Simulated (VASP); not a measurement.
Given:

```
HfB2
1.0
    1.56187    -2.70524     0.00000
    1.56187     2.70524     0.00000
    0.00000     0.00000     3.44381
Hf B
1 2
Direct
  0.00000   0.00000   0.00000
  0.33333   0.66667   0.50000
  0.66667   0.33333   0.50000
```

All values below come from AM05 GGA, VASP's PBE PAW potentials (set 64) (plane waves; VASP). Settings: 520 eV cut-off, 13×13×10 Γ-centred mesh, tetrahedra with Blöchl corrections, potentials Hf_pv B.

Unless said otherwise, spin-orbit coupling is left out, though it shifts the bands of the heavy elements here.

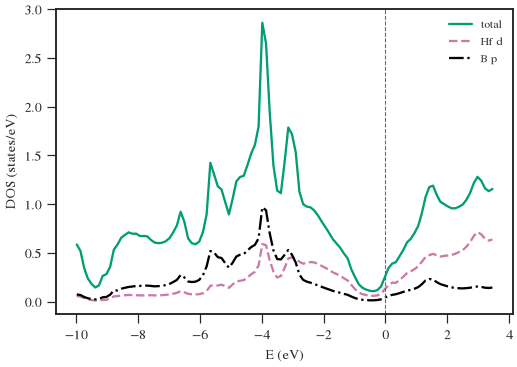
Figure: Total and projected density of states, zero at the Fermi level

Within 2 eV below the Fermi level the largest weight inside VASP's projection spheres is Hf d, then B p.

It has no gap at this level: it comes out as a metal or semimetal.

The compound is HfB2 in the AlB2 type structure. It was relaxed first.
